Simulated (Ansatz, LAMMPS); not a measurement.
# Li+ TFSI- in 1,3-dioxolane, from a frame at 350 K (197 atoms): geometry optimisation

Aim: bring Li+ TFSI- in 1,3-dioxolane, from a frame at 350 K (197 atoms) to a nearby minimum of the energy and see what moves.

Program: Ansatz 0.2.0. Level of theory: Kohn-Sham DFT, r2SCAN+D4, PAW (set soft_2), plane waves. Results are calculated unless marked as measured.

### 1. Set-up

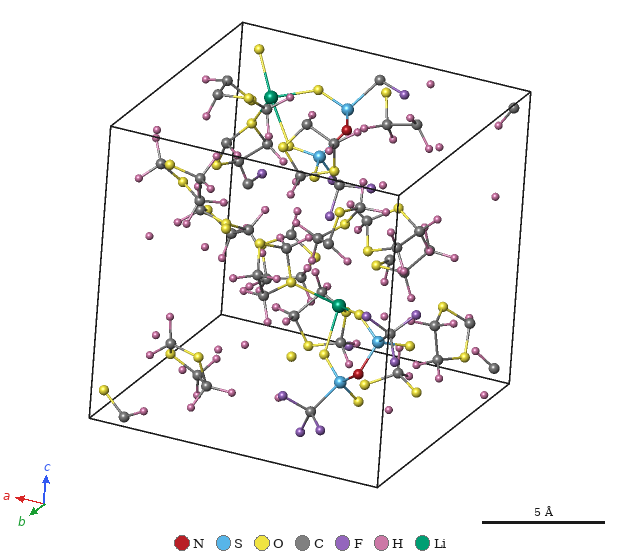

The cell as given, from a free direction (nitrogen red, sulfur blue, oxygen yellow, carbon grey, fluorine purple, hydrogen pink, lithium teal). Bonds to atoms that aren't drawn are left out. Some periodic images of atoms are drawn too.

The cell holds 197 atoms: 2 N, 4 S, 38 O, 49 C, 12 F, 90 H and 2 Li. Cell: a = 13.096 Å, b = 13.096 Å, c = 13.096 Å, α = 90.0°, β = 90.0°, γ = 90.0°. 15 1,3-dioxolane, 2 Li+, 2 TFSI- placed at random, at 1.25 g/cm³; overlaps pushed apart, then 10 ps at 550 K with Joung-Cheatham ions (J. Phys. Chem. B 112, 9020 (2008)); MMFF94 bonds, angles, torsions, charges and radii (Halgren, J. Comput. Chem. 17, 490 (1996)) in harmonic and 12-6 forms; charges of ions scaled by 0.8. Snapshot after 30 ps at 350 K and fixed volume.

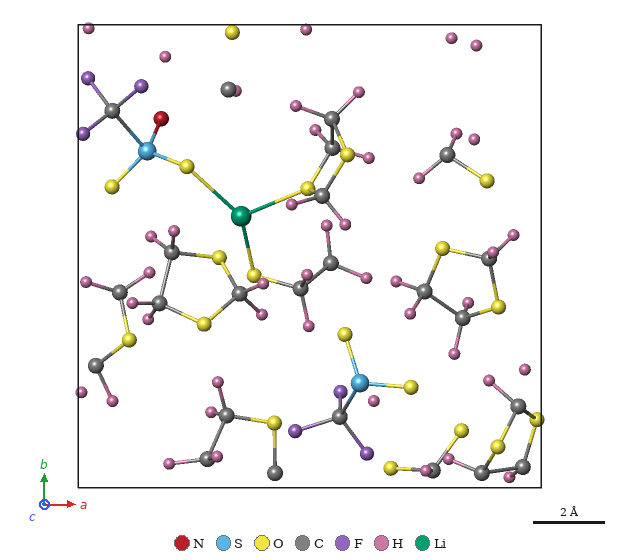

A slice 6 Å thick through the middle of the cell. Bonds to atoms that aren't drawn are left out.

Limits known from the start: The network of contacts between molecules at the start is that of the classical potential that made the cell. The density was typed from a rule of thumb and may lie off the real one at this temperature. The Brillouin zone is sampled at Γ only, in a cell whose shortest periodic width is 13 Å.

### 2. Single point at the start

A single point comes first, to see the forces before anything moves.

The input, input.yaml:

```yaml
crystal:
  lattice:
    - [13.09602, 0.0, 0.0]
    - [0.0, 13.09602, 0.0]
    - [0.0, 0.0, 13.09602]
  atoms:
    - { symbol: "N", position: [0.5481, 0.16402, 0.79613] }
    - { symbol: S, position: [0.59746, 0.05383, 0.81609] }
    - { symbol: O, position: [0.59122, 0.97559, 0.73728] }
    - { symbol: O, position: [0.69905, 0.06125, 0.8616] }
    [... 187 atom lines left out ...]
    - { symbol: H, position: [0.1963, 0.0516, 0.40256] }
    - { symbol: H, position: [0.29982, 0.06695, 0.48822] }
    - { symbol: H, position: [0.44195, 0.02239, 0.2517] }
    - { symbol: H, position: [0.4921, 0.98917, 0.36834] }
    - { symbol: Li, position: [0.82988, 0.12777, 0.82852] }
    - { symbol: Li, position: [0.35179, 0.58584, 0.39156] }
kpoints:
  mp_grid: { grid: [1, 1, 1] }
hamiltonian:
  xc: r2scan
  dispersion: d4
scf:
  occupations: { method: gaussian, width: 0.025 }
output:
  forces: true
  stress: true
  populations: intrinsic
  dos:
    method: { smearing: { sigma: 0.08 } }
    de: 0.1
    projected: { site_lists: { C: [C], F: [F], H: [H], Li: [Li], "N": ["N"] } }
  eigenvalues: true
```

Launch:

```sh
> ansatz run input.yaml --threads 4 --pin off --max-ram 8192MiB --backend cpu --events-out ev --progress --plain --runs-dir out
```

Elapsed: 45 s, on 4 threads of AMD EPYC 9R45, shared host; peak memory 6.5 GiB.

The run gave:

| Quantity | Value |
| --- | --- |
| free energy | -49856.6850 eV |
| free energy per atom | -253.0796 eV/atom |
| SCF cycles | 11 |
| pressure | 0.8773 GPa |
| r.m.s. force component | 0.9723 eV/Å |
| longest force | 6.029 eV/Å |
| Fermi energy | 1.686 eV |
| gap (highest filled to lowest empty level) | 4.322 eV |

The r.m.s. force component of 0.97 eV/Å and the pressure of 0.88 GPa set the starting point.

Length of the force by element:

```csv
element,coordination,atoms,mean length of the force (eV/Å),spread,least,most
C,all,49,2.20,1.02,0.408,6.03
F,all,12,1.36,0.547,0.336,2.09
H,all,90,1.03,0.611,0.178,3.92
Li,all,2,0.624,0.0542,0.569,0.678
N,all,2,0.796,0.186,0.610,0.982
O,all,38,1.36,0.712,0.447,2.83
S,all,4,2.50,0.154,2.27,2.70
```

### 3. Relaxation

With the cell held, the atoms are moved downhill towards a nearby minimum.

input.yaml, the sections that differ from step 2:

```yaml
output:
  forces: true
relax:
  f_tol: 0.05
  max_steps: 200
# crystal, kpoints, hamiltonian, scf: as in step 2
```

The job ended after 17 min (4 threads; peak memory 6.4 GiB; 64 min of CPU time).

The steps of the relaxation (22 of 50):

```csv
step,energy less that of the first step (eV),largest force component (eV/Å)
1,0.0000,5.3058
3,-9.8044,1.2745
6,-10.7546,0.2401
8,-10.9931,0.2290
10,-11.1368,0.3066
13,-11.3035,0.3142
15,-11.3937,0.3568
17,-11.4643,0.4275
20,-11.5857,0.1552
22,-11.6434,0.3213
24,-11.7263,0.1864
27,-11.8212,0.3197
29,-11.8800,0.2538
31,-11.9250,0.1252
34,-11.9567,0.0895
36,-11.9681,0.1134
38,-11.9770,0.1697
41,-11.9922,0.3080
43,-12.0060,0.1822
45,-12.0164,0.0824
48,-12.0250,0.0533
50,-12.0269,0.0374
```

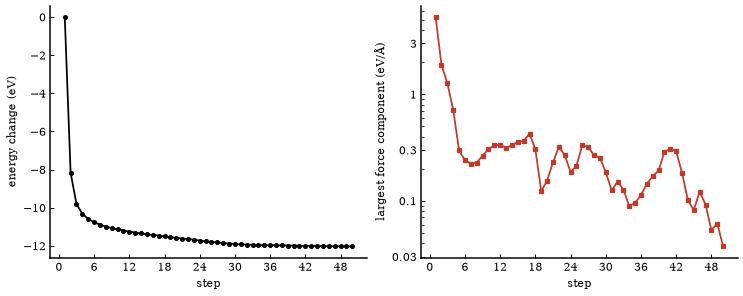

Energy and largest force along the relaxation.

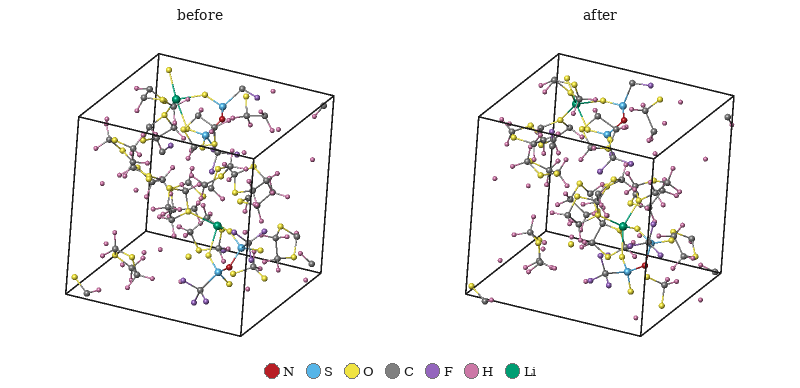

The structure before and after the relaxation, drawn at the same scale. Bonds to atoms that aren't drawn are left out.

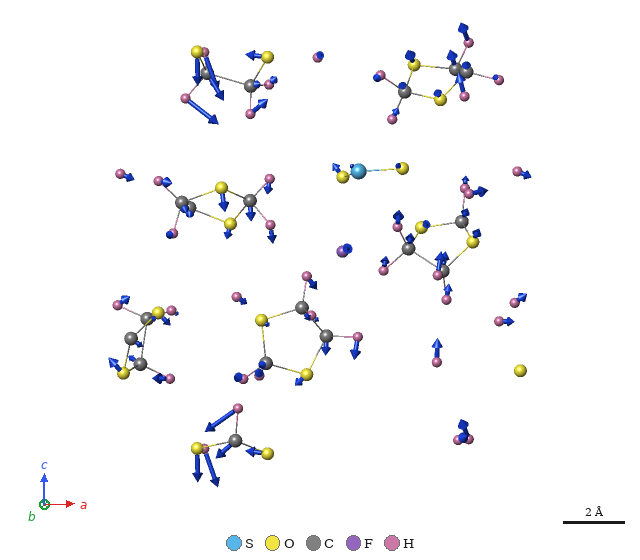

Displacements in the relaxation, scaled; the longest in the cell stands for 2.83 Å. Drawn is a slice 4 Å thick, seen along the normal of the ac plane. Bonds to atoms that aren't drawn are left out.

The atoms that moved most (Å):

| atom | dx | dy | dz | length |
| --- | --- | --- | --- | --- |
| H69 | 2.032 | -1.216 | -1.559 | 2.835 |
| H73 | -2.063 | 0.585 | -1.521 | 2.629 |
| H70 | 0.840 | -0.289 | -2.421 | 2.578 |
| H85 | -0.315 | 2.440 | 0.274 | 2.475 |
| H40 | -2.060 | 0.781 | 0.539 | 2.268 |
| H41 | -1.152 | 1.710 | -0.837 | 2.225 |
| H92 | -0.459 | -0.397 | 2.133 | 2.218 |
| H102 | 0.661 | 2.071 | 0.115 | 2.177 |

The relaxation changed the energy by -61.0 meV/atom, and atoms moved by 1.1 Å r.m.s., 2.8 Å at most.

### 4. Local order after relaxation

Density 1.25 g/cm³, 11.40 Å³ an atom.

g(r), total and by pair (bins of 0.2 Å):

```
r (Å)  total   H-H    H-C   H-O   H-F   H-S  H-Li
 1.00   3.15  0.00  13.85  0.00  0.00  0.00  0.00
 1.20   0.40  0.00   1.76  0.00  0.00  0.00  0.00
 1.40   1.86  0.00   0.00  0.00  0.00  0.00  0.00
 1.60   0.37  0.00   0.00  0.00  0.00  0.00  0.00
 1.80   0.70  3.09   0.00  0.00  0.00  0.00  0.00
 2.00   1.39  0.00   0.00  7.35  0.00  0.00  0.00
 2.20   1.10  0.04   2.54  0.00  0.00  0.00  0.00
 2.40   0.70  1.67   0.00  0.13  0.00  0.00  0.00
 2.60   0.81  1.33   0.88  0.62  0.60  0.00  0.75
 2.80   0.84  1.06   0.56  1.95  1.08  0.00  0.00
 3.00   1.11  1.27   1.11  1.47  1.56  0.54  2.12
 3.20   1.09  0.74   1.93  1.46  0.81  0.25  4.39
 3.40   0.65  0.61   0.73  0.45  0.66  1.28  2.13
 3.60   0.94  1.24   1.06  0.54  0.83  1.17  1.14
 3.80   0.93  1.08   0.97  0.64  0.75  1.37  0.36
 4.00   0.94  1.38   0.97  0.57  0.52  1.71  1.56
 4.20   0.93  0.95   0.92  1.00  0.94  0.43  0.28
 4.40   1.01  1.17   0.89  0.96  1.03  0.27  0.75
 4.60   1.06  0.98   0.95  1.14  1.37  0.82  0.93
 4.80   1.06  0.97   1.07  0.99  1.16  0.53  0.66
 5.00   1.00  0.94   0.93  0.99  1.20  1.29  0.80
 5.20   1.02  0.86   0.95  0.90  1.01  1.38  1.29
 5.40   1.02  0.84   1.10  1.01  1.44  1.19  0.50
 5.60   1.11  0.90   1.08  1.12  1.05  1.18  0.64
 5.80   1.08  1.08   0.97  1.11  0.98  0.96  0.88
 6.00   1.03  1.09   1.02  1.04  0.92  1.30  0.81
 6.20   1.02  1.06   0.90  0.95  1.14  1.74  1.43
 6.40   0.94  0.78   0.99  0.99  1.19  0.97  1.34
```

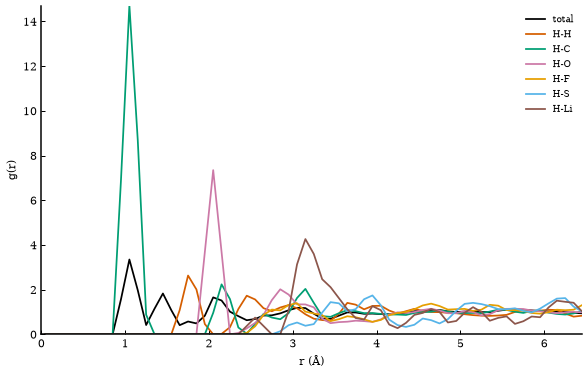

Pair distribution functions, lightly smoothed, with peaks cut at 14.

### 5. Single point at the relaxed geometry

The electronic structure is read at the final geometry, in a run of its own.

The input, input.yaml:

```yaml
crystal:
  lattice:
    - [13.09602, 0.0, 0.0]
    - [0.0, 13.09602, 0.0]
    - [0.0, 0.0, 13.09602]
  atoms:
    - { symbol: "N", position: [0.54654, 0.14198, 0.78254] }
    - { symbol: S, position: [0.60249, 0.03972, 0.81435] }
    - { symbol: O, position: [0.55938, 0.95154, 0.7664] }
    - { symbol: O, position: [0.71287, 0.04653, 0.81979] }
    [... 187 atom lines left out ...]
    - { symbol: H, position: [0.26716, 0.03453, 0.38637] }
    - { symbol: H, position: [0.30899, 0.10881, 0.49277] }
    - { symbol: H, position: [0.47179, 0.01639, 0.27662] }
    - { symbol: H, position: [0.56599, 0.04359, 0.37341] }
    - { symbol: Li, position: [0.81472, 0.15895, 0.81733] }
    - { symbol: Li, position: [0.32797, 0.56656, 0.38742] }
kpoints:
  mp_grid: { grid: [1, 1, 1] }
hamiltonian:
  xc: r2scan
  dispersion: d4
scf:
  occupations: { method: gaussian, width: 0.025 }
output:
  forces: true
  stress: true
  populations: true
  dos:
    method: { smearing: { sigma: 0.1 } }
    de: 0.1
    projected: { site_lists: { C: [C], F: [F], H: [H], Li: [Li], "N": ["N"] } }
  eigenvalues: true
  write_density: true
  write_potential: true
  volumetric_format: npy
```

It took 39 s on 4 threads; peak memory 6.5 GiB.

The program notes that the exchange-correlation potential is rough where the density is thin.

The run gave:

- free energy: -49868.7118 eV
- free energy per atom: -253.1407 eV/atom
- SCF cycles: 11
- pressure: -0.3997 GPa
- r.m.s. force component: 0.00414 eV/Å
- longest force: 0.04792 eV/Å
- Fermi energy: 1.934 eV
- gap (highest filled to lowest empty level): 5.353 eV
- spilling of the projection: 0.0147

Löwdin charges by element (they lack the spilled electrons, 0.048 e an atom on average):

| element | coordination | atoms | mean charge (e) | spread | least | most |
| --- | --- | --- | --- | --- | --- | --- |
| C | all | 49 | 0.0718 | 0.219 | -0.0698 | 0.730 |
| F | all | 12 | -0.225 | 0.0065 | -0.237 | -0.211 |
| H | all | 90 | 0.192 | 0.0203 | 0.146 | 0.231 |
| Li | all | 2 | 0.753 | 0.0021 | 0.751 | 0.756 |
| N | all | 2 | -0.939 | 0.0079 | -0.946 | -0.931 |
| O | all | 38 | -0.456 | 0.158 | -0.788 | -0.338 |
| S | all | 4 | 2.25 | 0.0076 | 2.24 | 2.26 |

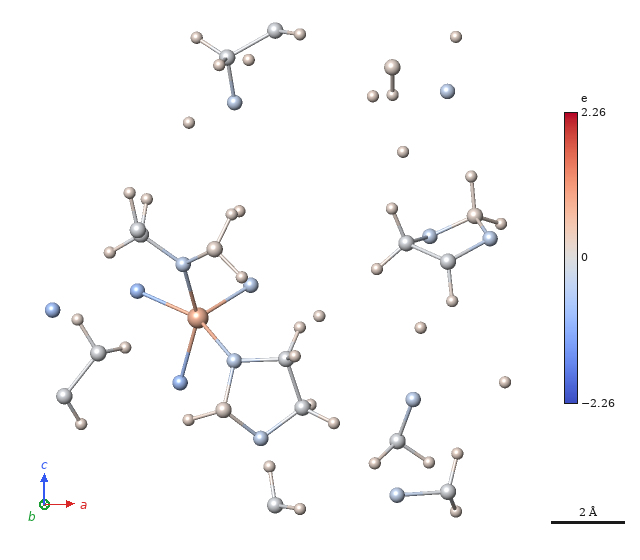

Atoms coloured by Löwdin charge. Drawn is a slice 4 Å thick, seen along the normal of the ac plane. Bonds to atoms that aren't drawn are left out.

Density of states as counts of states in windows of 1 eV (from the Fermi level), total and the larger projections:

```csv
from (eV),to (eV),total,C p,H s,F p,C s
-18,-17,1.2,0.1,0.2,0.0,0.6
-17,-16,35.3,1.7,5.6,1.5,17.1
-16,-15,1.6,0.1,0.0,0.6,0.3
-15,-14,3.9,0.1,0.0,1.5,0.3
-14,-13,42.5,9.1,7.7,1.6,10.9
-13,-12,41.5,8.2,4.3,12.6,6.2
-12,-11,1.0,0.1,0.0,0.1,0.0
-11,-10,29.1,11.4,3.8,0.7,0.2
-10,-9,50.2,17.9,5.6,7.5,0.4
-9,-8,74.7,21.1,9.6,20.6,1.4
-8,-7,56.6,17.2,8.7,15.2,0.3
-7,-6,44.9,17.9,9.4,0.2,0.1
-6,-5,69.1,17.2,4.8,0.8,0.7
-5,-4,17.9,2.3,0.4,1.0,0.4
-4,-3,44.4,4.4,7.5,0.0,0.2
-3,-2,16.2,1.3,3.3,0.0,0.0
-2,2,0.0,0.0,0.0,0.0,0.0
2,3,3.7,0.4,1.0,0.1,0.5
3,4,36.5,6.7,7.3,0.7,2.8
4,5,51.8,13.4,8.2,0.9,3.6
```

Between -26 and -18 eV lie 72 more states.

The stored curve holds about 602 of the 638 electrons; the rest, give or take the few that broadening carries across the Fermi level, lie in deeper levels below its range.

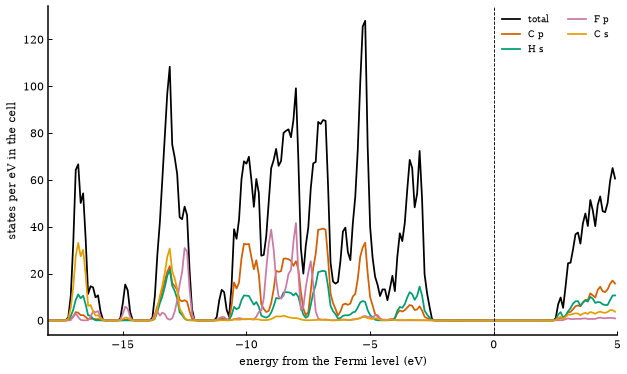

Total and projected density of states, with the broadening of the input.

Not all projections were asked for or kept, so they needn't add up to the total.

The levels nearest the highest filled one (over half full), pooled over k-points and spins:

```
level less the highest filled one (eV)  occupation
                                -0.309           2
                                -0.297           2
                                -0.257           2
                                -0.198           2
                                -0.190           2
                                     0           2
                                  5.35           0
                                  5.61           0
                                  5.69           0
                                  5.76           0
                                  5.86           0
                                  5.92           0
```

Mean Löwdin charges: C +0.07, F -0.22, H +0.19, Li +0.75, N -0.94, O -0.46 e (they miss 1.5 % of the electrons, so they add up to more than the cell's charge).

1 further run on a deliberately doubtful input is not shown.

### 6. Outcome

| Property | Result |
| --- | --- |
| energy change in the relaxation | -61.05 meV/atom |
| r.m.s. displacement | 1.138 Å |
| largest displacement | 2.835 Å |
| free energy per atom | -253.1407 eV/atom |
| pressure | -0.3997 GPa |
| r.m.s. force component | 0.00414 eV/Å |
| gap (highest filled to lowest empty level) | 5.353 eV |
| wall time of the 3 DFT runs | 18 min |

Relaxation lowers the energy by 61.0 meV/atom and moves atoms by 1.1 Å r.m.s.; the r.m.s. force component goes from 0.97 to 0.0041 eV/Å, the pressure goes from 0.88 to -0.40 GPa, and the gap from 4.32 to 5.35 eV. First to last step the energy falls by 12.027 eV; the largest move, 2.83 Å, is that of H69. The highest filled and lowest empty levels differ by 5.35 eV (at Γ alone); a semilocal functional tends to put such gaps too low. In a disordered cell it changes from sample to sample and from frame to frame.

Caveats: The network of contacts between molecules at the start is that of the classical potential that made the cell; in DFT atoms moved by 1.1 Å r.m.s.

[Logs are printed without paths, hosts, clocks, repeated set-up lines and the standing remarks that a program may print on its own settings, such as how far it seeks lower states.]

[Hosts, paths, dates, database ids (printed as entryN), source tags and the programs' standing remarks are cut or masked in the printed files.]

[The MMFF94 radii named for the starting cell were scaled by 0.96; in molecules described by MMFF94, hydrogen bound to N, O or S took a small fixed 12-6 site in their place.]
